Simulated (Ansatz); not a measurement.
## HgTe: response to strain

Consider HgTe in the zinc blende structure (space group F-43m, No. 216; a = 6.651 Å).

Strains are applied to the cell and any free atomic positions relax.

The values are results of PBE in Ansatz (plane waves to 420 eV, PAW, no SOC), not measurements.

Notes on the quantities. energy relative to the base: free energy F.

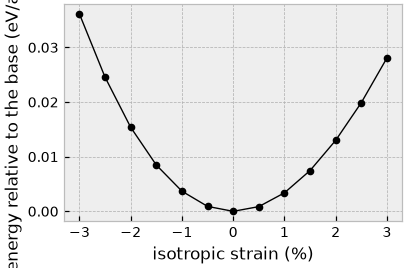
Energy relative to the base against isotropic strain

Task: From the plot, what is the energy relative to the base for isotropic strain −3.00 %?

Result: About 0.036 eV/atom.

Task: Is the trend monotonic over the range shown?

Result: No, it turns within the range, spanning 0 meV/atom to +36 meV/atom.

No phonon test of stability was made. The final runs are not spin-polarised.

Ansatz is a program for electronic structure.
